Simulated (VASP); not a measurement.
Band structure of Hf$_{2}$B (space group P6_3/mmc). Computed with PBE GGA, VASP's PBE PAW potentials (set 64) (plane waves; VASP).

Unless said otherwise, spin-orbit coupling is left out, though it shifts the bands of the heavy elements here.

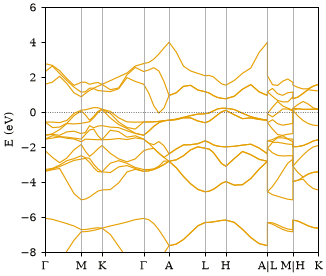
Bands along high-symmetry lines, zero at the valence-band maximum or, without a gap, the Fermi level

Read the plot: is there a gap, and where are the band edges?

It has no gap at this level: it comes out as a metal or semimetal.

The structure was generated: Hf2B was put into an ordered model structure, which need not be its known phase. The cell was not relaxed at this level. The k-mesh is coarse (spacing up to 0.40 per Å, 2π included), so the numbers may not be converged in it.
